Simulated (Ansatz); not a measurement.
# A small benchmark: atomisation enthalpy at 298 K

8 molecules without hydrogen; the atomisation enthalpy at 298 K in kJ/mol, computed less measured. Shapes, held fixed at every level: PBE0-D4/def2-TZVP. Thermal terms are harmonic and unscaled (PBE0-D4/def2-TZVP); the spin-orbit lowering of the free atoms is taken from their spectra. Programs: Ansatz 0.2.0. Measured values: Active Thermochemical Tables, NIST-JANAF tables.

Levels: A = wB97X-V/def2-TZVPP; B = MP2/def2-SVP; C = CCSD(T)/def2-TZVPP.

| molecule | from tabulated heats | A | B | C |
| --- | --- | --- | --- | --- |
| IBr (iodine monobromide) | 178 | -19 | -57 | -31 |
| Cl2 (chlorine) | 243 | -5 | -69 | -29 |
| CO2 (carbon dioxide) | 1609 | -1 | +18 | -58 |
| BF3 (boron trifluoride) | 1944 | -15 | +32 | -52 |
| BI3 (boron triiodide) | 819 | +25 | +23 | +9 |
| PF3 (phosphorus trifluoride) | 1513 | +3 | -157 | -80 |
| SiBr4 (tetrabromosilane) | 1313 | -5 | -86 | -60 |
| CBr2ClF (dibromochlorofluoromethane) | 1329 | -11 | -65 | -72 |

Q: Which level does best on this set, which worst, and which err to one side?

A: 
```json
{"level": "wB97X-V/def2-TZVPP", "kind": "range-separated hybrid", "mean error": "-3.5", "mean absolute error": "10.5", "worst case": "BI3"}
{"level": "MP2/def2-SVP", "kind": "perturbation theory", "mean error": "-45.1", "mean absolute error": "63.4", "worst case": "PF3"}
{"level": "CCSD(T)/def2-TZVPP", "kind": "coupled cluster or CI", "mean error": "-46.6", "mean absolute error": "48.9", "worst case": "PF3"}
```

On this set wB97X-V/def2-TZVPP has the smallest mean absolute error and MP2/def2-SVP the largest. wB97X-V/def2-TZVPP is too low in 6 of 8; CCSD(T)/def2-TZVPP is too low in 7 of 8. The heats of PF3, SiBr4 come from older tables and can be uncertain by 10 kJ/mol or more. The molecules' own spin-orbit binding is left out, so errors for heavy halides read too negative. The tabulated values of BF3, BI3 are in doubt (older tables, estimates, or at odds with other calculations) and kept here. Over the 6 molecules whose values aren't doubted the mean absolute errors are A 7.3; B 75.3; C 55.0. Correlated wave functions converge slowly with the basis. For atoms past krypton def2 sets carry core potentials with scalar relativity. Relativity is left out for Br. Outer-core shells of Br, I are correlated in most correlated rows, in sets that cover them unevenly. The set is small.

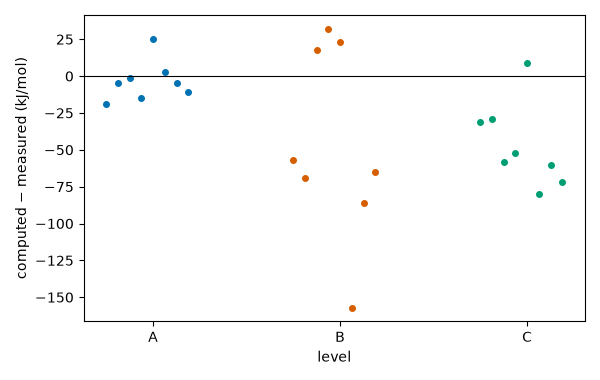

Errors of each level, one point a molecule.
